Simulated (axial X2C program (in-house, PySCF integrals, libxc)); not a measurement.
# TiO⁻: bond curves with and without spin–orbit coupling, part 2 of 2

Computed with an in-house X2C program for linear molecules on PySCF integrals; all-electron X2C, Ti dyall-acv3z, O dyall-av3z. The steps go on from the part before.

## (9) PBE0, 2c

State followed: Ω = 3/2 (excess of +ω over −ω: ω = 3/2). The scan is laid around 1.630 Å, a first estimate of the minimum, and this SCF restarts from the orbitals of the search.

The SCF at the reference distance of 1.630 Å:

```text
two-component X2C + atomic mean field  PBE0
basis functions 179  fitting functions 979  grid points 5073
iter        total energy     max residual
   1       -928.704683085     6.53e-05
   2       -928.704683099     3.01e-05
   3       -928.704683113     6.80e-05
   4       -928.704683124     5.27e-05
   5       -928.704683132     7.78e-06
converged
one-electron -1392.89935449  Coulomb 458.05806601  exact exchange -12.40306310  xc functional -38.40193650  nuclear repulsion 57.13815284  atomic mean-field constant -0.19654789
```

Along the bond, energies from the lowest point:

```tsv
R (Å)	E (eV)	μ (D)	HOMO (eV)	LUMO (eV)	iterations
1.418	1.3726	3.70	0.47	1.68	49
1.483	0.5818	3.10	0.41	1.69	45
1.532	0.2328	2.66	0.37	1.71	44
1.581	0.0497	2.23	0.32	1.72	43
1.630	0.0000	1.80	0.27	1.73	5
1.687	0.0734	1.33	0.21	1.74	42
1.744	0.2540	0.86	0.15	1.75	42
1.817	0.5955	0.30	0.08	1.75	42
1.907	1.1152	-0.35	0.00	1.76	40
2.038	1.9467	-1.19	-0.10	1.76	39
```

Dipoles are positive if O is the positive end and refer to the centre of mass.

Outer spinors at the reference distance:

| ω | occupied | ε (eV) | atomic character | λ mixture |
| --- | --- | --- | --- | --- |
| -1/2 | yes | -34.91 | 98% Ti p | 97% π, 3% σ |
| 3/2 | yes | -34.54 | 98% Ti p | 100% π |
| 1/2 | yes | -19.06 | 69% O s, 11% Ti d, 10% Ti p | 100% σ |
| -1/2 | yes | -18.89 | 69% O s, 12% Ti d, 9% Ti p | 100% σ |
| -1/2 | yes | -4.10 | 67% O p, 24% Ti d, 3% Ti p | 100% σ |
| 1/2 | yes | -4.09 | 71% O p, 20% Ti d, 3% Ti p | 100% σ |
| -1/2 | yes | -3.98 | 73% O p, 19% Ti d, 3% Ti f | 100% π |
| 3/2 | yes | -3.96 | 73% O p, 19% Ti d, 3% Ti f | 100% π |
| 1/2 | yes | -3.91 | 70% O p, 22% Ti d, 3% Ti p | 100% π |
| -3/2 | yes | -3.87 | 70% O p, 21% Ti d, 3% Ti p | 100% π |
| 3/2 | yes | -0.66 | 98% Ti d | 100% δ |
| -1/2 | yes | -0.05 | 68% Ti s, 9% O p, 9% Ti d | 100% σ |
| 1/2 | yes | 0.27 | 70% Ti s, 16% Ti p, 6% O p | 100% σ |
| -1/2 | no | 1.73 | 100% Ti p | 100% π |
| 3/2 | no | 1.73 | 100% Ti p | 100% π |
| 1/2 | no | 1.74 | 95% Ti p, 4% Ti s | 100% σ |
| 1/2 | no | 1.80 | 100% Ti p | 100% π |

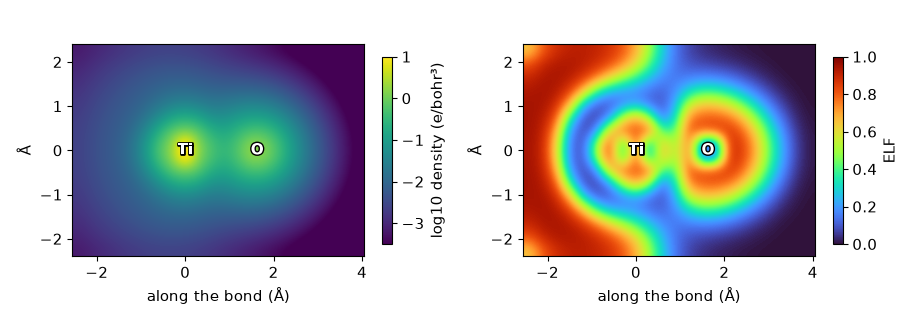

PBE0 fields in a plane through the axis, from a grid of 0.3 Å; Ti lies at z = 0 and O at z = 1.630 Å; the ELF is damped to zero where the density is low.

Re = 1.627 Å, ωe = 1006 cm⁻¹, ωexe = 4.09 cm⁻¹, Be = 0.5312 cm⁻¹, De = 6.66 eV, μ = 1.83 D.

## (10) HF, 2c

Output at 1.630 Å:

```text
two-component X2C + atomic mean field  HF
basis functions 179  fitting functions 979  grid points 5073
iter        total energy     max residual
   1       -927.511935939     1.91e-01
   2       -927.538810685     3.41e-02
   3       -927.546684830     5.89e-02
   4       -927.549298211     7.07e-03
   5       -927.549654420     5.13e-03
   6       -927.549785822     2.53e-03
   7       -927.549876762     1.39e-03
   8       -927.549964376     2.00e-03
   9       -927.550023693     1.80e-03
  10       -927.550053274     5.79e-04
  11       -927.550068942     4.44e-04
  12       -927.550087210     9.90e-04
  13       -927.550133101     1.79e-03
  14       -927.550202240     3.79e-03
  15       -927.550356738     2.74e-03
  16       -927.551107133     3.08e-03
  17       -927.551896350     3.81e-03
  18       -927.552324080     4.76e-03
  19       -927.552590936     4.21e-03
  20       -927.552863840     3.18e-03
  21       -927.553136860     9.80e-04
  22       -927.553226809     6.75e-04
  23       -927.553262397     6.86e-04
  24       -927.553275822     4.01e-04
  25       -927.553279464     1.38e-04
  26       -927.553280367     1.13e-04
  27       -927.553280806     8.68e-05
  28       -927.553281035     6.08e-05
  29       -927.553281135     4.18e-05
  30       -927.553281177     2.98e-05
  31       -927.553281201     2.02e-05
  32       -927.553281215     1.66e-05
  33       -927.553281222     1.24e-05
  34       -927.553281226     6.53e-06
  35       -927.553281228     4.03e-06
  36       -927.553281228     1.63e-06
converged
one-electron -1391.52744104  Coulomb 456.75152221  exact exchange -49.71896734  xc functional 0.00000000  nuclear repulsion 57.13815284  atomic mean-field constant -0.19654789
```

No constants are quoted: the solution changes its character somewhere along the scan, so the fit is set aside.

## (11) PW91, 2c

Output at 1.630 Å:

```text
two-component X2C + atomic mean field  PW91
basis functions 179  fitting functions 979  grid points 5073
iter        total energy     max residual
   1       -929.022674672     7.19e-02
   2       -929.025167307     4.65e-02
   3       -929.025492209     4.08e-02
   4       -929.028376592     4.28e-03
   5       -929.028562612     1.48e-03
   6       -929.028588908     2.83e-04
   7       -929.028591242     2.32e-04
   8       -929.028592276     7.81e-05
   9       -929.028592449     4.53e-05
  10       -929.028592489     1.81e-05
  11       -929.028592503     9.33e-06
  12       -929.028592507     6.06e-06
converged
one-electron -1393.18798074  Coulomb 458.34302522  exact exchange 0.00000000  xc functional -51.12524193  nuclear repulsion 57.13815284  atomic mean-field constant -0.19654789
```

Re = 1.641 Å, ωe = 969 cm⁻¹, ωexe = 4.41 cm⁻¹, Be = 0.5221 cm⁻¹, De = 7.29 eV, μ = 1.86 D.

## (12) MP2 and beyond, 2c

Correlated methods: 11 electrons correlated (frozen shells, counted by type: Ti 3 s, 2 p; O 1 s), 297 virtual spinors in MP2, 90 natural virtuals in coupled cluster.

Output of the correlated part at 1.630 Å:

```text
correlated 11  virtual 297  natural virtual 90  E(MP2) -0.370284704  MP2 remainder -0.019013591
iter   CCSD correlation   residual
   1     -0.311684742   2.75e-01
   2     -0.334634490   1.94e-01
   3     -0.342280079   7.08e-02
   4     -0.344149783   4.23e-02
   5     -0.345497780   2.62e-02
   6     -0.346136804   1.57e-02
   7     -0.346314225   9.35e-03
   8     -0.346459974   4.58e-03
   9     -0.346538451   2.54e-03
  10     -0.346484664   1.44e-03
  11     -0.346541041   8.30e-04
  12     -0.346530248   4.64e-04
  13     -0.346533537   2.59e-04
  14     -0.346530466   1.59e-04
  15     -0.346527064   1.03e-04
  16     -0.346525332   6.81e-05
  17     -0.346524258   4.62e-05
  18     -0.346523498   3.21e-05
  19     -0.346522960   2.23e-05
  20     -0.346522585   1.49e-05
  21     -0.346522447   9.31e-06
  22     -0.346522166   6.43e-06
  23     -0.346522192   4.46e-06
  24     -0.346522092   2.88e-06
  25     -0.346522084   1.67e-06
(T) -0.026684043  T1 0.0955  D1 0.2402  max T2 0.159
```

MP2: No constants are quoted: the reference changes its character somewhere along the scan, so the fit is set aside.

CCSD: No constants are quoted: the reference changes its character somewhere along the scan, so the fit is set aside.

CCSD(T): No constants are quoted: the reference changes its character somewhere along the scan, so the fit is set aside.

## (13) A higher determinant, 2c

State: Ω = 5/2 (excess of +ω over −ω: ω = 5/2).

Output at the reference distance:

```text
two-component X2C + atomic mean field  PBE0
basis functions 179  fitting functions 979  grid points 5073
iter        total energy     max residual
   1       -928.703695076     9.05e-05
   2       -928.703695086     9.19e-06
   3       -928.703695091     5.15e-05
   4       -928.703695093     4.99e-05
   5       -928.703695094     5.31e-06
converged
one-electron -1392.88794432  Coulomb 458.04694799  exact exchange -12.40289325  xc functional -38.40141046  nuclear repulsion 57.13815284  atomic mean-field constant -0.19654789
```

```tsv
R (Å)	E above the lowest PBE0 point (eV)
1.418	1.397
1.483	0.607
1.532	0.259
1.581	0.076
1.630	0.027
1.687	0.101
1.744	0.282
1.817	0.623
1.907	1.143
```

Re = 1.627 Å, ωe = 1007 cm⁻¹, ωexe = 4.1 cm⁻¹, Be = 0.5313 cm⁻¹, μ = 1.83 D. Te = 0.03 eV.

## (14) The 2c curves together

Energy (eV) of the followed determinant, 2c, from each level's lowest point:

```tsv
R (Å)	PBE0	HF (jumps)	MP2 (its reference jumps)	CCSD (its reference jumps)	CCSD(T) (its reference jumps)	PW91
1.418	1.373	1.535	1.710	n/a	n/a	1.481
1.483	0.582	0.693	0.794	0.767	0.878	0.665
1.532	0.233	0.303	0.364	0.349	0.424	0.290
1.581	0.050	0.083	0.111	0.104	0.147	0.079
1.630	0.000	0.000	0.000	0.000	0.012	0.000
1.687	0.073	0.043	0.013	0.020	0.000	0.039
1.744	0.254	0.202	0.148	0.158	0.107	0.184
1.817	0.596	0.527	0.465	0.463	0.385	0.479
1.907	1.115	0.373	3.046	n/a	n/a	0.945
2.038	1.947	0.487	3.392	n/a	n/a	1.711
```

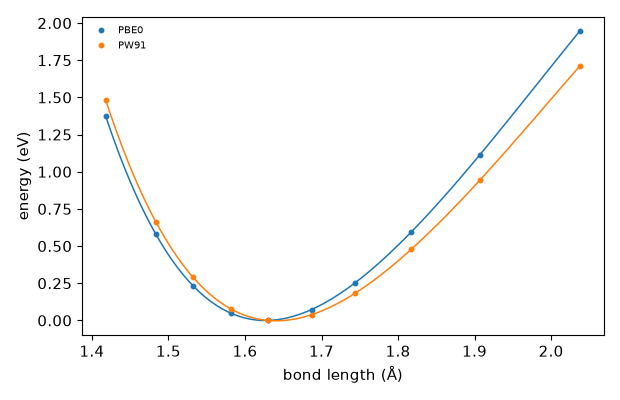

Curves of the followed state, 2c, each from its own lowest point. Left out: HF, MP2, CCSD, CCSD(T).

Time for the job: 3.5 min (1 thread of Arm Neoverse V2, shared host); peak memory 0.7 GiB.

## (15) Constants

What follows sums up all 2 parts.

Lowest determinant that the search found at its distance, spin-free: M_S = 1/2, Λ = 2 (beyond closed shells: δ+α).

Lowest determinant that the search found at its distance, 2c: Ω = 3/2 (excess of +ω over −ω: ω = 3/2).

| Hamiltonian | level | Re (Å) | ωe (cm⁻¹) | De (eV) |
| --- | --- | --- | --- | --- |
| spin-free | PBE0 | 1.627 | 1007 | 6.64 |
| spin-free | PW91 | 1.641 | 968 | 7.28 |
| 2c | PBE0 | 1.627 | 1006 | 6.66 |
| 2c | PW91 | 1.641 | 969 | 7.29 |

No constants: spin-free HF (the solution changes its character somewhere along the scan, so the fit is set aside); spin-free MP2 (the reference changes its character somewhere along the scan, so the fit is set aside); spin-free CCSD (the reference changes its character somewhere along the scan, so the fit is set aside); spin-free CCSD(T) (the reference changes its character somewhere along the scan, so the fit is set aside); 2c HF (the solution changes its character somewhere along the scan, so the fit is set aside); 2c MP2 (the reference changes its character somewhere along the scan, so the fit is set aside); 2c CCSD (the reference changes its character somewhere along the scan, so the fit is set aside); 2c CCSD(T) (the reference changes its character somewhere along the scan, so the fit is set aside).

Time per point (s) on 1 thread of Arm Neoverse V2, shared host (2c runs); the times are rough: PBE0 1.3, PW91 0.88.

**Reading.** At PBE0, going from spin-free to two-component changes Re by 0 mÅ, ωe by 0.0 %, which is small (part of it comes from the scalar share of the two-electron terms). De moves by +0.01 eV; both De rest on single-determinant atoms, which can miss part of an open shell's spin–orbit lowering. The highest occupied level is positive at the mean-field levels quoted, but negative in the Hartree–Fock runs, so self-interaction plays a part.

De refers to Ti + O-, each in the lowest determinant found, which need not be this curve's own limit. Each curve is one determinant whose occupation by symmetry is held fixed; it was picked as the lowest of a PBE0 search that is not exhaustive. Dissociation energies refer to the lowest single-determinant-based atoms at the same level and basis. Density functionals use the spin component along the axis (collinear). At some level an empty orbital lies below a filled one. The spin-free determinant is spin-contaminated at some levels.
